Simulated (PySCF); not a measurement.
# BH5S (SMILES [BH3-][SH2+]): levels of theory compared

Aim: a comparison of 4 runs (B2PLYP/STO-3G, wB97X-V/STO-3G, CCSDTQ/STO-3G, NEVPT2(2,2)/STO-3G) of BH5S. 

Program for the calculation: PySCF 2.14.0.

**1. Starting point**

The species is BH5S (7 atoms), meant as a singlet with charge 0. SMILES: `[BH3-][SH2+]`. The coordinates come from a PBE0-D4/def2-TZVP relaxation.

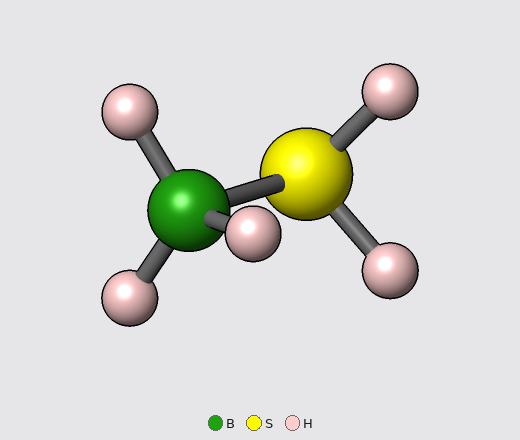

The structure, seen from a chosen angle (boron green, sulfur yellow, hydrogen pink).

**2. The energy at B2PLYP/STO-3G (run 1)**

Input file mol.xyz:

```xyz
7

B     -0.525600    -0.461500    -0.504300
S      0.568600     0.977600     0.290900
H     -1.623200     0.036400    -0.431500
H     -0.344400    -1.447600     0.159700
H     -0.075400    -0.482100    -1.624500
H      0.286000     0.903800     1.604900
H      1.775400     0.405500     0.458900
```

Input file job.py:

```python
from pyscf import gto, dft, mp

mol = gto.M(
    atom='mol.xyz',
    basis='sto-3g',
    max_memory=1860,
    charge=0,
    verbose=3,
)

myscf = dft.RKS(mol, xc='0.53*HF + 0.47*B88, 0.73*LYP')
myscf.grids.level = 5
myscf.conv_tol = 1e-10
myscf.kernel()
if not myscf.converged:
    myscf = myscf.newton().run(myscf.mo_coeff, myscf.mo_occ)

pt = mp.MP2(myscf, frozen=6).run()
etot = myscf.e_tot + 0.27 * pt.e_corr
print('PT2 part  %.8f' % (0.27 * pt.e_corr))
print('Final energy', etot)
```

On the command line:

```console
OMP_NUM_THREADS=1 python job.py
```

Output:

```text
converged SCF energy = -421.037405007172
E(RMP2) = -421.133139067909  E_corr = -0.0957340607368211
E(SCS-RMP2) = -421.148525199034  E_corr = -0.111120191862072
PT2 part  -0.02584820
Final energy -421.06325320357075
```

It took 3 s on 1 thread of Arm Neoverse V1, shared host; peak memory 0.2 GiB.

**3. A single-point energy at wB97X-V/STO-3G (run 2)**

Input file job.py:

```python
from pyscf import gto, dft

mol = gto.M(
    atom='''
B       -0.525600      -0.461500      -0.504300
S        0.568600       0.977600       0.290900
H       -1.623200       0.036400      -0.431500
H       -0.344400      -1.447600       0.159700
H       -0.075400      -0.482100      -1.624500
H        0.286000       0.903800       1.604900
H        1.775400       0.405500       0.458900
''',
    spin=0,
    verbose=3,
    basis='sto-3g',
    max_memory=1860,
)

mf = dft.RKS(mol, xc='wb97x-v')
mf.grids.level = 5
mf.nlcgrids.level = 1
mf.conv_tol = 1e-10
mf.kernel()
if not mf.converged:
    mf = mf.newton().run(mf.mo_coeff, mf.mo_occ)

etot = mf.e_tot
print(f'total energy: {etot:.8f} hartree')
```

On the command line:

```console
OMP_NUM_THREADS=1 python job.py
```

Output:

```text
converged SCF energy = -421.241452142943
total energy: -421.24145214 hartree
```

Run time: 22 s. Hardware: 1 thread of Arm Neoverse V1, shared host; peak memory 0.2 GiB.

Run 3 isn't shown in full; the table further down has it.

**4. A single-point energy at NEVPT2(2,2)/STO-3G (run 4)**

Input file input.py:

```python
import numpy
from pyscf import gto, scf, mp, mcscf, mrpt

mol = gto.Mole()
mol.atom = '''
B       -0.525600      -0.461500      -0.504300
S        0.568600       0.977600       0.290900
H       -1.623200       0.036400      -0.431500
H       -0.344400      -1.447600       0.159700
H       -0.075400      -0.482100      -1.624500
H        0.286000       0.903800       1.604900
H        1.775400       0.405500       0.458900
'''
mol.max_memory = 1860
mol.basis = 'sto-3g'
mol.spin = 0
mol.verbose = 3
mol.build()

myscf = scf.RHF(mol)
myscf.conv_tol = 1e-10
myscf.kernel()
if not myscf.converged:
    myscf = myscf.newton().run(myscf.mo_coeff, myscf.mo_occ)

pt = mp.MP2(scf.addons.convert_to_uhf(myscf)).run()
noons, natorbs = mcscf.addons.make_natural_orbitals(pt)
print('natural occupations', numpy.round(noons[:40], 4))
cas = mcscf.CASSCF(myscf, 2, 2)
cas.fix_spin_(ss=0.0)
cas.natorb = True
cas.kernel(natorbs)
e_pt2 = mrpt.NEVPT(cas).kernel()
energy = cas.e_tot + e_pt2
print(f'total energy: {energy:.8f} hartree')
```

On the command line:

```console
OMP_NUM_THREADS=1 python input.py
```

Output:

```text
converged SCF energy = -420.420653090368
E(UMP2) = -420.497569188551  E_corr = -0.0769160981826985
E(SCS-UMP2) = -420.509784898571  E_corr = -0.0891318082026685
natural occupations [2.     2.     2.     2.     2.     1.9999 1.9975 1.9933 1.9907 1.9893
 1.989  1.9865 1.9849 0.0169 0.0136 0.0103 0.0099 0.0096 0.0085]
CASSCF energy = -420.430129698084
CASCI E = -420.430129698084  E(CI) = -1.66295059489562  S^2 = 0.0000000
Sr    (-1)',   E = -0.00000000016094
Si    (+1)',   E = 0.00000000087901
Sijrs (0)  ,   E = -0.05107775933965
Sijr  (+1) ,   E = -0.00106646681494
Srsi  (-1) ,   E = -0.00016514956530
Srs   (-2) ,   E = -0.00162079810680
Sij   (+2) ,   E = -0.00262193467997
Sir   (0)' ,   E = -0.01532095441690
Nevpt2 Energy = -0.071873062205491
total energy: -420.50200276 hartree
```

Run time: 0.93 s. Hardware: 1 thread of Arm Neoverse V1, shared host; peak memory 0.12 GiB.

**5. Overview of the runs**

| run | level | frozen core orbitals | nlc grid | energy (Eh) | dipole moment (D) of the reference | HOMO energy (eV) | LUMO energy (eV) | wall time |
| --- | --- | --- | --- | --- | --- | --- | --- | --- |
| 1 | B2PLYP/STO-3G | 6 | – | -421.063253 | 4.90 | -7.74 | 6.55 | 3 s |
| 2 | wB97X-V/STO-3G | – | 1 | -421.241452 | 4.96 | -8.85 | 7.13 | 22 s |
| 3 | CCSDTQ/STO-3G | 6 | – | -420.529180 | 4.85 | -10.00 | 9.98 | 20 s |
| 4 | NEVPT2(2,2)/STO-3G | – | – | -420.502003 | 4.85 | -10.00 | 9.98 | 0.93 s |

**6. Summary of results**

```
                                    quantity          value
                         run 4: total energy  -420.50200 Eh
 run 4: dipole moment (Hartree–Fock density)         4.85 D
  run 4: HOMO energy (Hartree–Fock orbitals)      -10.00 eV
  run 4: LUMO energy (Hartree–Fock orbitals)        9.98 eV
run 4: HOMO–LUMO gap (Hartree–Fock orbitals)       19.98 eV
```

**Reading.** Totals of different functionals can't be ranked against each other. In runs 1, 2, 3, 4 the basis is minimal, so the values are rough. All runs together took 46 s, the longest 22 s.
